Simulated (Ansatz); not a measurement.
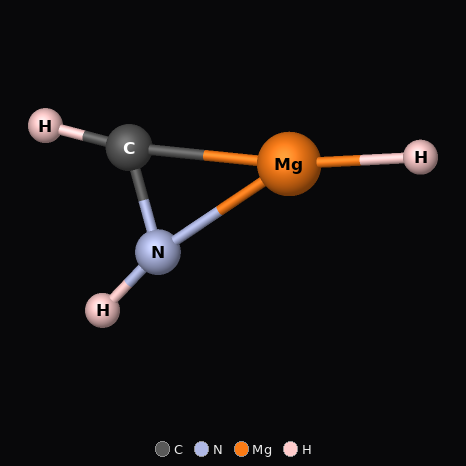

A ball-and-stick model of a molecule. Every bond is drawn as one stick, whatever its order.

**What is the molecular formula?**

CH₃MgN, 6 atoms: 1 carbon, 3 hydrogen, 1 magnesium and 1 nitrogen.

**Give the symmetry (Schoenflies symbol).**

Cs.

**How many sets of symmetry-equivalent atoms are there?**

6: 1 C, 1 N, 1 Mg, 1 H, 1 H, 1 H.

**How many bonds of each kind are drawn?**

1 C–N, 1 Mg–N, 1 C–H, 1 C–Mg, 1 Mg–H, 1 N–H. Sticks follow a distance rule.

More results for the same structure follow; atom numbers are the same in all pictures, views and colours differ. The geometry was computed by an optimisation with PBE0-D4/def2-TZVP. No frequency run is at hand to confirm it as a minimum.

## Geometry

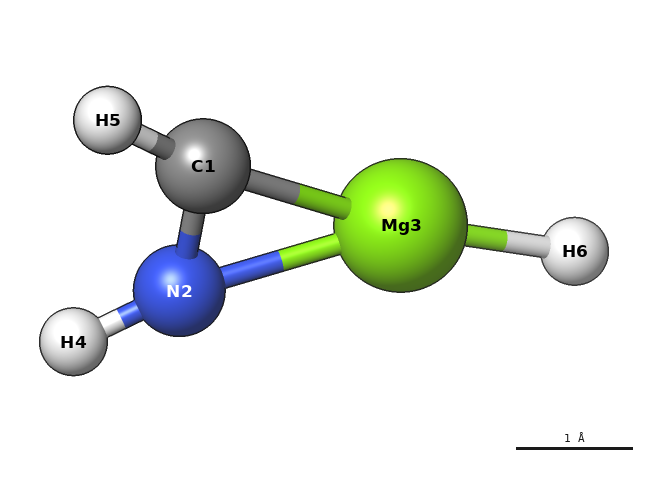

Atoms carry their numbers in the input. No frequency run is at hand to confirm it as a minimum.

What are the angles N2–C1–Mg3, N2–C1–H5, Mg3–C1–H5, C1–N2–Mg3, C1–N2–H4, Mg3–N2–H4, C1–Mg3–N2, C1–Mg3–H6, N2–Mg3–H6?

| angle | degrees |
| --- | --- |
| N2–C1–Mg3 | 70.3 |
| N2–C1–H5 | 118.1 |
| Mg3–C1–H5 | 171.6 |
| C1–N2–Mg3 | 72.8 |
| C1–N2–H4 | 119.0 |
| Mg3–N2–H4 | 168.1 |
| C1–Mg3–N2 | 36.9 |
| C1–Mg3–H6 | 171.7 |
| N2–Mg3–H6 | 151.4 |

## Electronic properties

No frequency run is at hand to confirm it as a minimum. Method: RKS PBE0-D4/def2-TZVPP (Ansatz 0.2.0).

**Estimate the HOMO energy (Kohn–Sham orbital).**

−6.53 eV.

**What is the LUMO energy (Kohn–Sham orbital)?**

−0.68 eV.

## Dipole moment

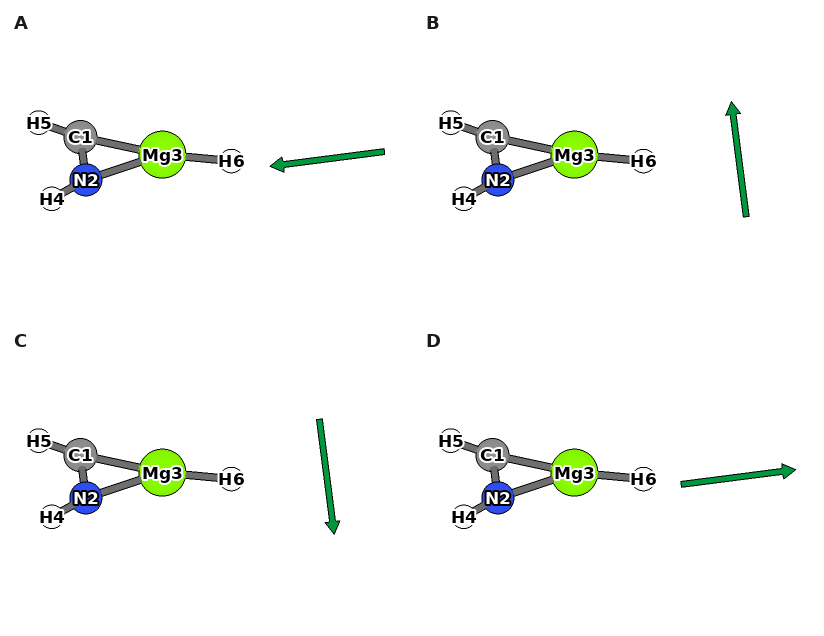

The same molecule four times, each with an arrow. No frequency run is at hand to confirm it as a minimum. Properties computed with RKS PBE0-D4/def2-TZVP (Ansatz 0.2.0).

**Which arrow points along the dipole moment, from the negative to the positive end?**

A. The dipole moment is 2.55 D; it points from the side of H6 to the side of H4, H5 (the outermost atoms at the two ends).

## Charges

The questions are on Mulliken charges. No frequency run is at hand to confirm it as a minimum. Properties computed with RKS PBE0-D4/def2-TZVP (Ansatz 0.2.0).

List the Mulliken charges.

| atom | value (e) |
| --- | --- |
| C1 | −0.26 |
| N2 | −0.37 |
| Mg3 | 0.47 |
| H4 | 0.20 |
| H5 | 0.10 |
| H6 | −0.14 |

Mulliken values depend strongly on the basis set and can even reverse the polarity of a bond.
